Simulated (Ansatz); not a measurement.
# AlGeH₄NO: shape, modes and thermochemistry

What shape does AlGeH₄NO take? The plan is to relax it, then compute its harmonic vibrations to see whether it is a minimum and to get the zero-point energy and entropy, and look at its orbitals and charge.

Method: RKS PBE0-D4/def2-TZVP; program: Ansatz 0.2.0, Gaussian basis.

Levels to be run: relaxation at PBE-D4/def2-SVP; relaxation at PBE0-D4/def2-TZVP; harmonic vibrations at the same level; a single point in def2-TZVPP for the fields.

## (1) Starting geometry

SMILES `[NH2][GeH]1[O][AlH]1`, 8 atoms, charge 0, spin multiplicity 1.

Atoms are counted from 1 here; the program's logs count them from 0.

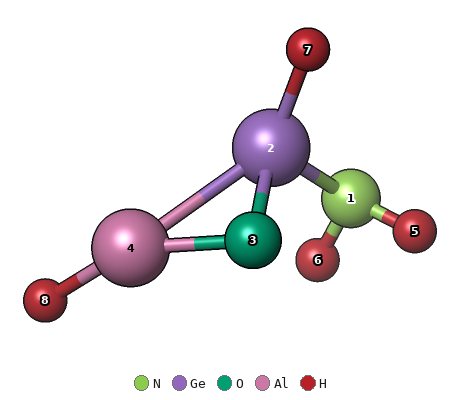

As it starts; nitrogen green, germanium purple, oxygen teal, aluminium pink, hydrogen red; atoms are numbered from 1 in the order of the file.

Geometry (Å):

```
N    -1.0129    1.1571    0.4930
Ge    0.3787    0.0557    0.7714
O     1.3341   -0.0469   -0.7515
Al    0.6969   -1.7004   -0.8565
H    -0.6711    2.0659    0.0379
H    -1.6610    0.7689   -0.2481
H     1.3429    0.4526    1.9496
H    -0.3154   -2.8101   -1.4516
```

The start is a force-field geometry with small random shifts, so a cheaper pass at PBE-D4/def2-SVP comes first.

## (2) Geometry optimisation, PBE-D4/def2-SVP (cheap first pass)

The input, in.yaml:

```yaml
crystal:
  periodic: [false, false, false]
  atoms:
    - {symbol: N, position_ang: [-1.012900, 1.157100, 0.493000]}
    - {symbol: Ge, position_ang: [0.378700, 0.055700, 0.771400]}
    - {symbol: O, position_ang: [1.334100, -0.046900, -0.751500]}
    - {symbol: Al, position_ang: [0.696900, -1.700400, -0.856500]}
    - {symbol: H, position_ang: [-0.671100, 2.065900, 0.037900]}
    - {symbol: H, position_ang: [-1.661000, 0.768900, -0.248100]}
    - {symbol: H, position_ang: [1.342900, 0.452600, 1.949600]}
    - {symbol: H, position_ang: [-0.315400, -2.810100, -1.451600]}
basis:
  gaussian: {orbitals: def2-SVP}
hamiltonian: {xc: pbe, dispersion: d4}
relax: {f_tol: 0.03, max_steps: 200}
```

Launch:

```
ansatz run in.yaml --threads 2 --pin off --events-out ev --progress --plain --max-ram 4352MiB
```

What it wrote, shortened:

```text
Functional definition: PBE
  name "PBE"
  cite "Perdew, Burke & Ernzerhof, Phys. Rev. Lett. 77, 3865 (1996) doi:10.1103/PhysRevLett.77.3865"
  parent pbe
[...]
1091 factors; their error is unknown
[...]
mean field -66688.77044800 eV, -2450.7671106918 hartree, gradient 1.8e-5 eV, S^2 0.000000; 1 other end points of the search recorded, 0 dependent functions left out
[...]
reference -66688.77048880 eV, -2450.7671121913 hartree; 32, 32 occupied and 66, 66 virtual orbitals, 1091 factors
relax step   1: F+E_penalty+E_count = -66688.93593729 eV  Δ(F+E_penalty+E_count) = +0.000e0 eV  max|allowed force component| = 2.853e0 eV/Å  Δτ_max = 0.0000 Å  (48 SCF iters, accepted)
[...]
relax step   3: F+E_penalty+E_count = -66689.77793106 eV  Δ(F+E_penalty+E_count) = -2.199e-1 eV  max|allowed force component| = 6.932e-1 eV/Å  Δτ_max = 0.1938 Å  (31 SCF iters, accepted)
[...]
relax step   5: F+E_penalty+E_count = -66689.89907222 eV  Δ(F+E_penalty+E_count) = -4.094e-2 eV  max|allowed force component| = 5.551e-1 eV/Å  Δτ_max = 0.1935 Å  (30 SCF iters, accepted)
[...]
relax step   7: F+E_penalty+E_count = -66689.88091068 eV  Δ(F+E_penalty+E_count) = +2.462e-2 eV  max|allowed force component| = 3.997e-1 eV/Å  Δτ_max = 0.1998 Å  (30 SCF iters, rejected (line search))
[...]
relax step   9: F+E_penalty+E_count = -66689.92006935 eV  Δ(F+E_penalty+E_count) = -1.276e-3 eV  max|allowed force component| = 4.834e-2 eV/Å  Δτ_max = 0.0422 Å  (29 SCF iters, accepted)
[...]
relax step  10: F+E_penalty+E_count = -66689.92027612 eV  Δ(F+E_penalty+E_count) = -2.068e-4 eV  max|allowed force component| = 2.250e-2 eV/Å  Δτ_max = 0.0093 Å  (30 SCF iters, accepted)
1091 factors; their error is unknown
[...]
mean field -66689.76107673 eV, -2450.8035156262 hartree, gradient 2.2e-5 eV, S^2 0.000000; 1 other end points of the search recorded, 0 dependent functions left out
[...]
reference -66689.76111883 eV, -2450.8035171734 hartree; 32, 32 occupied and 66, 66 virtual orbitals, 1091 factors
Total energy: -66689.92031822 eV, -2450.8093676431 hartree
Atom 0 at    -1.017371     1.336813     0.537123 Å, force    -0.004060    -0.022496    -0.009072 eV/Å
Atom 1 at     0.233534    -0.007076     0.650787 Å, force    -0.001804     0.016891     0.013211 eV/Å
Atom 2 at     1.220805    -0.335798    -1.000990 Å, force     0.003006    -0.002619    -0.002714 eV/Å
Atom 3 at     0.438585    -1.863940    -0.786452 Å, force    -0.002172     0.002955    -0.004901 eV/Å
Atom 4 at    -0.654401     2.294763     0.584128 Å, force     0.004624     0.009083     0.000647 eV/Å
Atom 5 at    -1.701379     1.259176    -0.221219 Å, force     0.000841     0.002421     0.004067 eV/Å
Atom 6 at     1.243272     0.527735     1.710949 Å, force    -0.000110    -0.002751    -0.001022 eV/Å
Atom 7 at     0.329155    -3.268871    -1.530125 Å, force    -0.000325    -0.003483    -0.000217 eV/Å
Dipole moment:    -0.249522    -0.120519    -0.046337 e Å
```

It took 23 s on 2 threads of Arm Neoverse V1, shared host.

Step by step: (the energy doesn't fall at every step)

| step | energy from step 1 (eV) | largest force component (eV/Å) |
| --- | --- | --- |
| 1 | 0.0000 | 2.8529 |
| 2 | -0.6221 | 1.2273 |
| 3 | -0.8420 | 0.6932 |
| 4 | -0.9222 | 0.3966 |
| 5 | -0.9631 | 0.5551 |
| 6 | -0.9696 | 0.3190 |
| 7 | -0.9450 | 0.3997 |
| 8 | -0.9829 | 0.0942 |
| 9 | -0.9841 | 0.0483 |
| 10 | -0.9843 | 0.0225 |

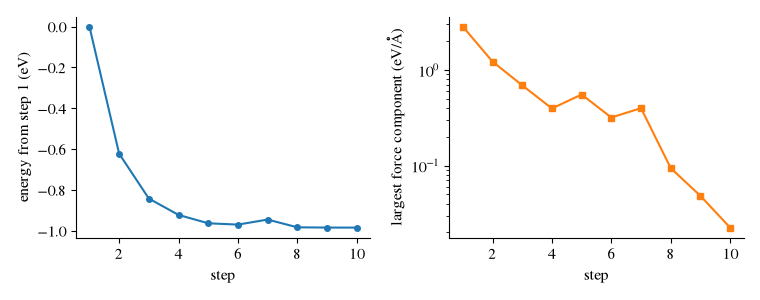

Energy and largest force along the relaxation.

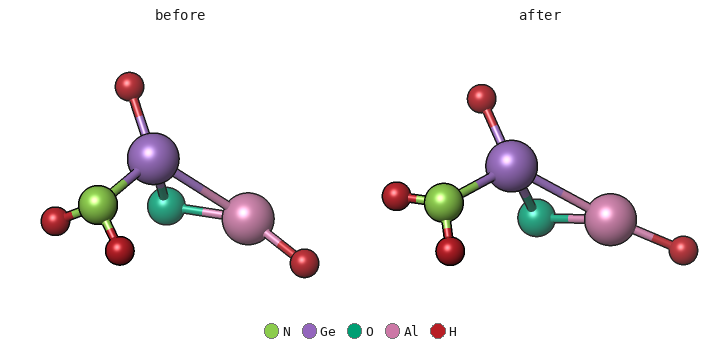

Before and after, at one scale.

Distances of close pairs at the start and the end, largest changes first:

| bond | before (Å) | after (Å) | change (Å) |
| --- | --- | --- | --- |
| Ge2–O3 | 1.801 | 1.952 | +0.152 |
| Ge2–Al4 | 2.416 | 2.357 | -0.059 |
| N1–H5 | 1.072 | 1.025 | -0.047 |
| O3–Al4 | 1.775 | 1.730 | -0.045 |
| N1–Ge2 | 1.796 | 1.839 | +0.043 |
| N1–H6 | 1.058 | 1.024 | -0.034 |
| Al4–H8 | 1.616 | 1.593 | -0.022 |
| Ge2–H7 | 1.573 | 1.559 | -0.015 |

## (3) Geometry optimisation, PBE0-D4/def2-TZVP

The input, in.yaml:

```yaml
crystal:
  periodic: [false, false, false]
  atoms:
    - {symbol: N, position_ang: [-1.017371, 1.336813, 0.537123]}
    - {symbol: Ge, position_ang: [0.233534, -0.007076, 0.650787]}
    - {symbol: O, position_ang: [1.220805, -0.335798, -1.000990]}
    - {symbol: Al, position_ang: [0.438585, -1.863940, -0.786452]}
    - {symbol: H, position_ang: [-0.654401, 2.294763, 0.584128]}
    - {symbol: H, position_ang: [-1.701379, 1.259176, -0.221219]}
    - {symbol: H, position_ang: [1.243272, 0.527735, 1.710949]}
    - {symbol: H, position_ang: [0.329155, -3.268871, -1.530125]}
basis:
  gaussian: {orbitals: def2-TZVP}
hamiltonian: {xc: pbe0, dispersion: d4}
relax: {f_tol: 0.005, max_steps: 150}
```

The command is unchanged.

What it wrote, shortened:

```text
Functional definition: PBE0
  name "PBE0"
  cite "Adamo & Barone, J. Chem. Phys. 110, 6158 (1999) doi:10.1063/1.478522"
  cite "Perdew, Burke & Ernzerhof, Phys. Rev. Lett. 77, 3865 (1996) doi:10.1103/PhysRevLett.77.3865"
  parent pbe
[...]
1162 factors; their error is unknown
[...]
mean field -66705.72310972 eV, -2451.3901095191 hartree, gradient 3.2e-5 eV, S^2 0.000000; 0 other end points of the search recorded, 0 dependent functions left out
[...]
reference -66705.72314236 eV, -2451.3901107187 hartree; 32, 32 occupied and 139, 139 virtual orbitals, 1162 factors
relax step   1: F+E_penalty+E_count = -66705.85839638 eV  Δ(F+E_penalty+E_count) = +0.000e0 eV  max|allowed force component| = 7.391e-1 eV/Å  Δτ_max = 0.0000 Å  (29 SCF iters, accepted)
[...]
reference -66705.77550458 eV, -2451.3920349946 hartree; 32, 32 occupied and 139, 139 virtual orbitals, 1162 factors
Total energy: -66705.91183804 eV, -2451.3970451569 hartree
Atom 0 at    -1.000748     1.330370     0.514385 Å, force     0.000240    -0.000330    -0.000790 eV/Å
Atom 1 at     0.239122     0.000125     0.626907 Å, force    -0.001006     0.000116     0.001458 eV/Å
Atom 2 at     1.177500    -0.346031    -0.983534 Å, force    -0.000636    -0.001672    -0.000471 eV/Å
Atom 3 at     0.431458    -1.856935    -0.769096 Å, force     0.001414     0.001793    -0.000364 eV/Å
Atom 4 at    -0.662575     2.276388     0.611946 Å, force    -0.000023     0.000199     0.000209 eV/Å
Atom 5 at    -1.682092     1.271156    -0.226148 Å, force    -0.000095     0.000026     0.000031 eV/Å
Atom 6 at     1.237879     0.511870     1.685381 Å, force     0.000407    -0.000022    -0.000033 eV/Å
Atom 7 at     0.351655    -3.244141    -1.515641 Å, force    -0.000300    -0.000110    -0.000039 eV/Å
Dipole moment:    -0.220676    -0.183502    -0.030922 e Å
```

Wall time 53 s (2 threads of Arm Neoverse V1, shared host).

The steps of the relaxation:

| step | energy from step 1 (eV) | largest force component (eV/Å) |
| --- | --- | --- |
| 1 | 0.0000 | 0.7391 |
| 2 | -0.0414 | 0.4226 |
| 3 | -0.0524 | 0.0337 |
| 4 | -0.0530 | 0.0274 |
| 5 | -0.0533 | 0.0238 |
| 6 | -0.0533 | 0.0419 |
| 7 | -0.0534 | 0.0068 |
| 8 | -0.0534 | 0.0051 |
| 9 | -0.0534 | 0.0018 |

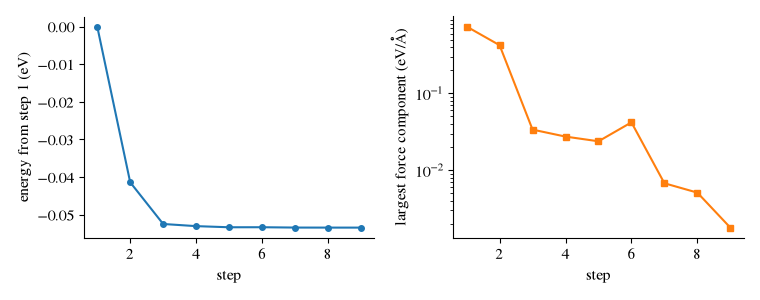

Energy and force, step by step.

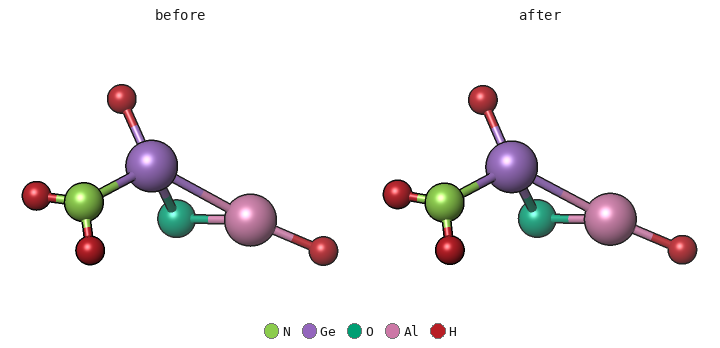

Before and after, at one scale.

Distances of close pairs at the start and the end, largest changes first:

| bond | before (Å) | after (Å) | change (Å) |
| --- | --- | --- | --- |
| Ge2–O3 | 1.952 | 1.896 | -0.056 |
| O3–Al4 | 1.730 | 1.699 | -0.031 |
| Ge2–Al4 | 2.357 | 2.331 | -0.026 |
| N1–Ge2 | 1.839 | 1.822 | -0.018 |
| N1–H6 | 1.024 | 1.008 | -0.016 |
| N1–H5 | 1.025 | 1.009 | -0.016 |
| Ge2–H7 | 1.559 | 1.543 | -0.016 |
| Al4–H8 | 1.593 | 1.577 | -0.016 |

Mulliken charges of the relaxed molecule (report file):

| atom | value (e) |
| --- | --- |
| N1 | -0.64 |
| Ge2 | 0.37 |
| O3 | -0.46 |
| Al4 | 0.31 |
| H5 | 0.24 |
| H6 | 0.24 |
| H7 | -0.01 |
| H8 | -0.05 |

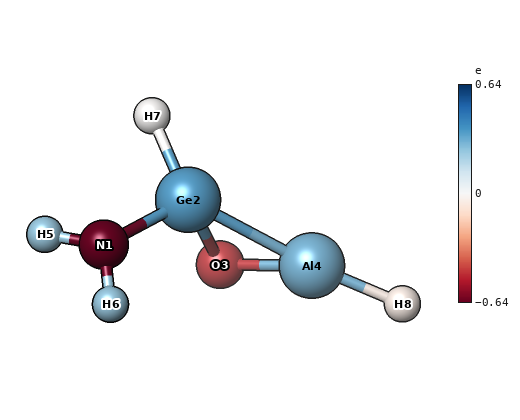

Mulliken charges of the relaxed molecule (report file), as colours on the atoms.

## (4) Force constants and modes

The input, in.yaml:

```yaml
crystal:
  periodic: [false, false, false]
  atoms:
    - {symbol: N, position_ang: [-1.000748, 1.330370, 0.514385]}
    - {symbol: Ge, position_ang: [0.239122, 0.000125, 0.626907]}
    - {symbol: O, position_ang: [1.177500, -0.346031, -0.983534]}
    - {symbol: Al, position_ang: [0.431458, -1.856935, -0.769096]}
    - {symbol: H, position_ang: [-0.662575, 2.276388, 0.611946]}
    - {symbol: H, position_ang: [-1.682092, 1.271156, -0.226148]}
    - {symbol: H, position_ang: [1.237879, 0.511870, 1.685381]}
    - {symbol: H, position_ang: [0.351655, -3.244141, -1.515641]}
basis:
  gaussian: {orbitals: def2-TZVP}
hamiltonian: {xc: pbe0, dispersion: d4}
phonons: {temperatures: {t_min: 298.15, t_max: 900, t_step: 200}}
```

Launched as before.

What it wrote, shortened:

```text
Functional definition: PBE0
  name "PBE0"
  cite "Adamo & Barone, J. Chem. Phys. 110, 6158 (1999) doi:10.1063/1.478522"
  cite "Perdew, Burke & Ernzerhof, Phys. Rev. Lett. 77, 3865 (1996) doi:10.1103/PhysRevLett.77.3865"
  parent pbe
[...]
1162 factors; their error is unknown
[...]
mean field -66705.77547933 eV, -2451.3920340669 hartree, gradient 3.3e-5 eV, S^2 0.000000; 0 other end points of the search recorded, 0 dependent functions left out
[...]
reference -66705.77551195 eV, -2451.3920352657 hartree; 32, 32 occupied and 139, 139 virtual orbitals, 1162 factors
[...]
1162 factors; their error is unknown
mean field -66705.77533392 eV, -2451.3920287232 hartree, gradient 2.0e-6 eV, S^2 0.000000; 0 other end points of the search recorded, 0 dependent functions left out
[...]
reference -66705.77536655 eV, -2451.3920299220 hartree; 32, 32 occupied and 139, 139 virtual orbitals, 1162 factors
[...]
Atom 0 at    -1.000748     1.330370     0.514385 Å, force     0.000233    -0.000343    -0.000809 eV/Å
Atom 1 at     0.239122     0.000125     0.626907 Å, force    -0.001012     0.000091     0.001557 eV/Å
Atom 2 at     1.177500    -0.346031    -0.983534 Å, force    -0.000596    -0.001641    -0.000528 eV/Å
Atom 3 at     0.431458    -1.856935    -0.769096 Å, force     0.001394     0.001789    -0.000356 eV/Å
Atom 4 at    -0.662575     2.276388     0.611946 Å, force    -0.000031     0.000213     0.000197 eV/Å
Atom 5 at    -1.682092     1.271156    -0.226148 Å, force    -0.000074     0.000030     0.000043 eV/Å
Atom 6 at     1.237879     0.511870     1.685381 Å, force     0.000389    -0.000022    -0.000061 eV/Å
Atom 7 at     0.351655    -3.244141    -1.515641 Å, force    -0.000303    -0.000118    -0.000044 eV/Å
Dipole moment:    -0.220678    -0.183504    -0.030922 e Å
Vibrations: 144.46 194.92 261.28 369.38 391.36 421.91 431.08 599.61 617.86 699.61 729.31 866.75 908.18 1570.01 1950.42 2117.55 3575.78 3682.66 cm⁻¹, zero-point energy 1.210837 eV
```

It took 2.9 min on 2 threads of Arm Neoverse V1, shared host.

Motions are named by where the mode's potential energy lies. The modes, unscaled (a negative number is an imaginary wavenumber):

| mode | cm⁻¹ | motion |
| --- | --- | --- |
| 1 | 144 | bend |
| 2 | 195 | bend with torsion |
| 3 | 261 | torsion |
| 4 | 369 | bend with Al–Ge stretch |
| 5 | 391 | bend with torsion |
| 6 | 422 | out-of-plane bend |
| 7 | 431 | torsion with bend |
| 8 | 600 | bend with Ge–O stretch |
| 9 | 618 | bend with torsion |
| 10 | 700 | Ge–N stretch with bend |
| 11 | 729 | bend with Ge–N stretch |
| 12 | 867 | Al–O stretch with bend |
| 13 | 908 | bend |
| 14 | 1570 | bend |
| 15 | 1950 | Al–H stretch |
| 16 | 2118 | Ge–H stretch |
| 17 | 3576 | N–H stretch |
| 18 | 3683 | N–H stretch |

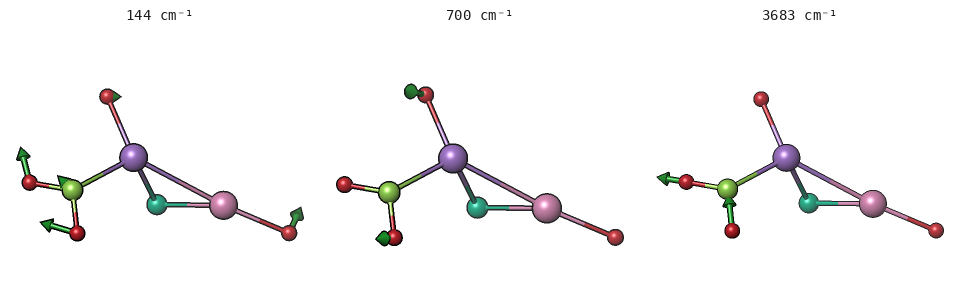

How the atoms move in 3 of the modes.

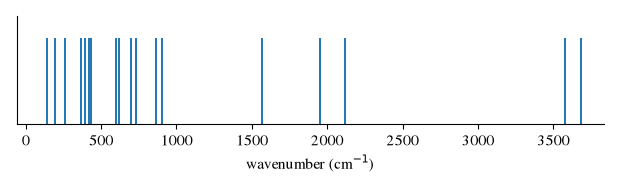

The harmonic wavenumbers as sticks (no intensities were computed).

Ideal gas, rigid rotor and harmonic oscillator at 298.15 K and 1 bar, with symmetry number 1:

| term | value |
| --- | --- |
| zero-point energy | 116.8 kJ/mol |
| H(298) − E | 136.1 kJ/mol |
| entropy, translation | 169.9 J/(mol K) |
| entropy, rotation | 109.4 J/(mol K) |
| entropy, vibration | 50.8 J/(mol K) |
| entropy, total | 330.1 J/(mol K) |

## (5) Fields at the relaxed geometry

in.yaml, as its differences from that of step 4:

```diff
@@ -12,4 +12,4 @@
 basis:
-  gaussian: {orbitals: def2-TZVP}
+  gaussian: {orbitals: def2-TZVPP}
 hamiltonian: {xc: pbe0, dispersion: d4}
-phonons: {temperatures: {t_min: 298.15, t_max: 900, t_step: 200}}
+output: {orbitals: {seedname: orbitals}}
```

Same command.

What it wrote:

```text
Functional definition: PBE0
  name "PBE0"
  cite "Adamo & Barone, J. Chem. Phys. 110, 6158 (1999) doi:10.1063/1.478522"
  cite "Perdew, Burke & Ernzerhof, Phys. Rev. Lett. 77, 3865 (1996) doi:10.1103/PhysRevLett.77.3865"
  parent pbe
  parameter a = 0.25
  parameter kappa = 0.804
  parameter beta = 0.06672455060314922
  exchange = (1 - a)*pbe_x(kappa = kappa, mu = beta*pi^2/3) + a*exact_x
  correlation = pbe_c(beta = beta)
1243 factors; their error is unknown
mean field evaluation 1: about -66692.2095 eV, gradient 8.7e1 eV
mean field evaluation 2: about -66577.2876 eV, gradient 2.1e2 eV
mean field evaluation 4: about -66704.1617 eV, gradient 2.8e1 eV
mean field evaluation 8: about -66705.5540 eV, gradient 2.0e-1 eV
mean field evaluation 16: about -66705.8379 eV, gradient 2.3e-4 eV
mean field -66705.83788662 eV, -2451.3943274925 hartree, gradient 5.0e-5 eV, S^2 0.000000; 0 other end points of the search recorded, 0 dependent functions left out
reference -66705.83791890 eV, -2451.3943286789 hartree; 32, 32 occupied and 176, 176 virtual orbitals, 1243 factors
Total energy: -66705.97425236 eV, -2451.3993388408 hartree
```

Wall time 4.9 s (2 threads of Arm Neoverse V1, shared host); peak memory 0.49 GiB.

Orbitals, density, ELF and potential are computed afterwards from the orbital file.

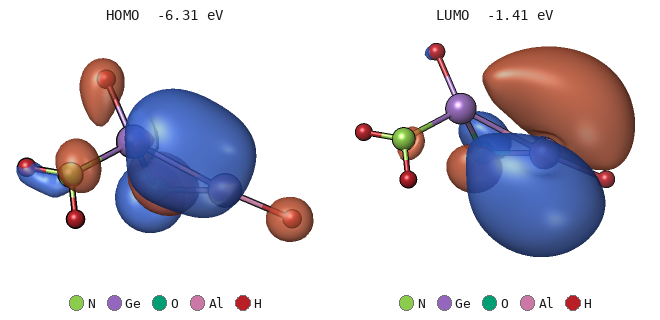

PBE0-D4/def2-TZVPP orbitals near the gap, drawn at the value that encloses 70 % of each; the two colours are the two signs.

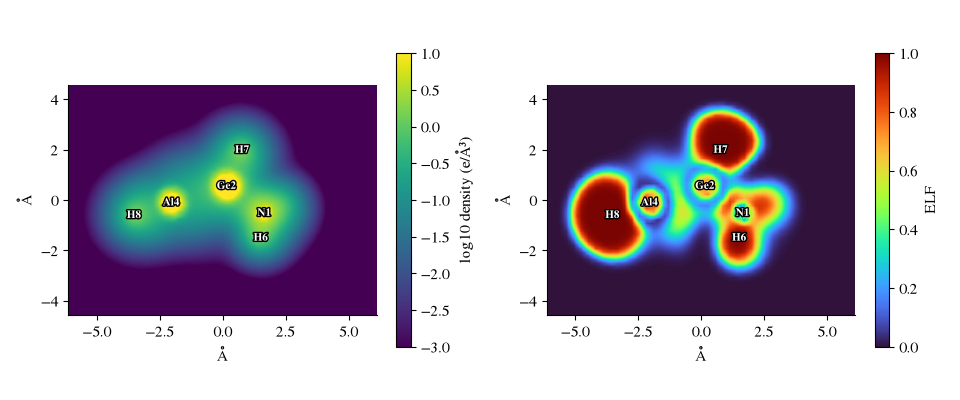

Density (left) and ELF (right) in a plane through or near 6 of the atoms.

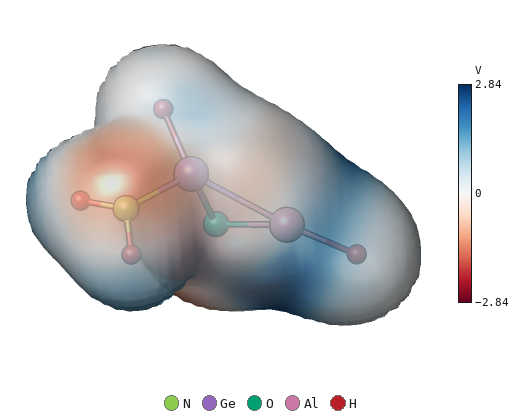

Electrostatic potential on the surface of density 0.002 e/bohr³; red is low, blue high. It runs, from the 1st to the 99th percentile, from -1.87 V near O3 to 2.84 V near Al4.

## (6) What came out

| quantity | value |
| --- | --- |
| point group | C1 |
| steps | 10 + 9 |
| shift from the start (rms) | 0.460 Å |
| total energy | -66705.9118 eV |
| dispersion term | -136 meV |
| dipole moment | 1.39 D |
| lowest, highest wavenumber | 144, 3683 cm⁻¹ |
| zero-point energy | 116.8 kJ/mol |
| entropy at 298.15 K | 330.1 J/(mol K) |
| HOMO, LUMO | -6.31, -1.41 eV |

**Reading.** The relaxed geometry lies 0.46 Å (rms) from the start; the bond that changed most is Ge2–O3, from 1.801 to 1.896 Å. All wavenumbers are real, so the end point is a minimum. The stiffest mode, 3683 cm⁻¹, is an N–H stretch, and 2 modes under 200 cm⁻¹ make the vibrational entropy uncertain. Harmonic hybrid wavenumbers usually lie a few per cent above measured fundamentals. The largest Mulliken charge, -0.64 e, sits on N1. The HOMO lies mostly on Ge2 30 %; O3 28 % and the LUMO on Al4 54 %; H8 20 %.
